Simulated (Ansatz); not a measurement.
```yaml
atoms:
  - { symbol: Hf, position_ang: [0.8226, 0.2492, 1.1173] }
  - { symbol: Hf, position_ang: [-0.2798, -0.8910, -1.0559] }
  - { symbol: P, position_ang: [0.9223, 1.2270, -1.1116] }
  - { symbol: P, position_ang: [-1.4651, -0.5852, 1.0502] }
```

Geometry: PBE-D4/def2-SVP; core potentials replace the inner electrons of Hf.

All numbers below come from Ansatz 0.2.0, UKS PBE0-D4/def2-TZVP.

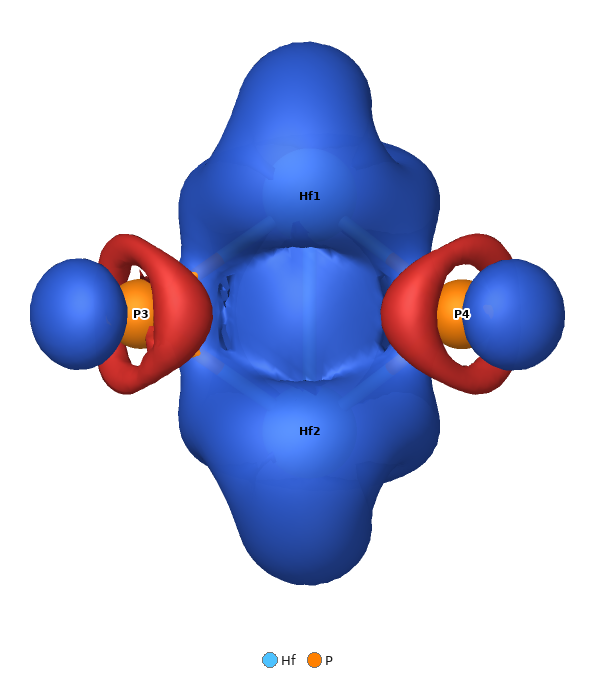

Hf$_{2}$P$_{2}$ (triplet). Isosurfaces of the spin density at +0.015 (blue) and −0.015 e/Å³ (red), seen at a tilt.

### Describe the spin distribution.

The unpaired spin (2 electrons) lies mostly on Hf1 (about 0.9), Hf2 (about 0.9), P3 (about 0.1) and P4 (about 0.1), in electrons by Hirshfeld's partition.
